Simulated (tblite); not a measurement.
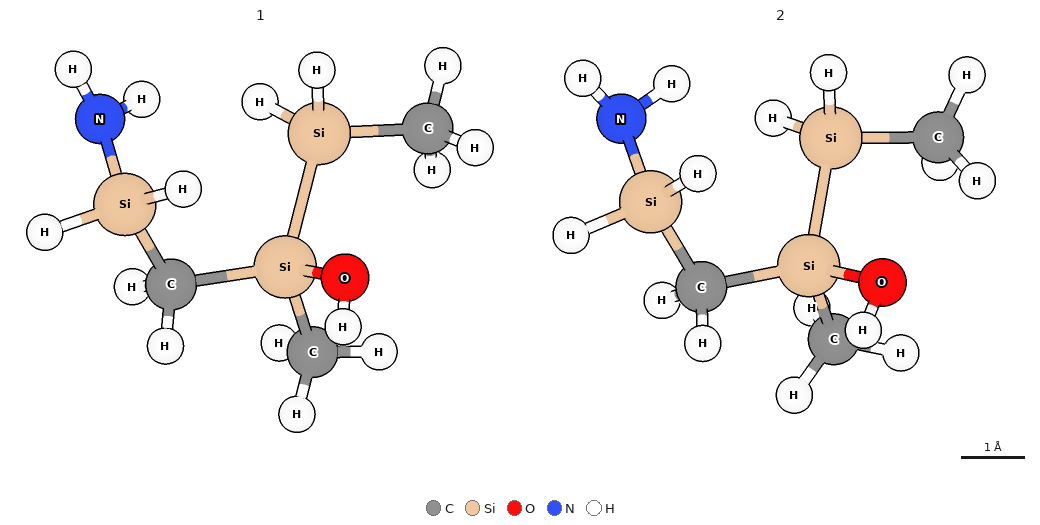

Two geometries of C3H15NOSi3, drawn at one scale. One is the start of a relaxation, the other its converged end. A ball-and-stick model, seen at a tilt.

All numbers below come from tblite, GFN2-xTB geometry optimisation, gas phase. 

> Which one is relaxed?

Structure 1 is the relaxed one. Over 100 geometry steps the energy falls by 76.7 kJ/mol. The largest moves after the best rigid fit, 0.60 Å, are those of H atoms. By element the largest moves are H 0.60 Å, O 0.29 Å, N 0.23 Å, C 0.21 Å, Si 0.15 Å. Near-neighbour distances that change, for instance: Si–Si 2.225 → 2.310 Å, C–Si 1.827 → 1.910 Å, N–Si 1.790 → 1.723 Å, O–Si 1.704 → 1.642 Å. Bond angles that change, for instance: Si–O–H 107.4° → 121.8°, Si–N–H 107.8° → 118.3°, Si–Si–C 105.7° → 113.7°. Groups turn about C–Si by about 25°, C–Si by about 25°. The run took 1.2 s on 1 thread of Arm Neoverse V1, with other jobs on the host.
